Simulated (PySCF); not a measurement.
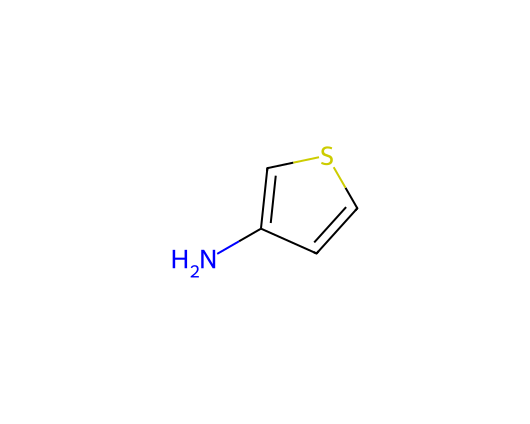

The computed structure is the end point of a PBE0-D3(BJ)/def2-SVP optimisation. No frequency run is at hand to confirm it as a minimum. Program: PySCF 2.14.0.

Tabulate HOMO–LUMO gap (eV), HOMO energy (eV), dipole (D) at these levels: BLYP/pcSseg-2; BP86/pcSseg-2; LDA/pcSseg-2; OPBE/pcSseg-2; PBE/pcSseg-2.

```csv
level,HOMO–LUMO gap (eV),HOMO energy (eV),dipole (D)
BLYP/pcSseg-2,3.56,−4.36,2.15
BP86/pcSseg-2,3.59,−4.61,2.20
LDA/pcSseg-2,3.55,−4.69,2.21
OPBE/pcSseg-2,3.64,−4.49,2.29
PBE/pcSseg-2,3.58,−4.51,2.21
```
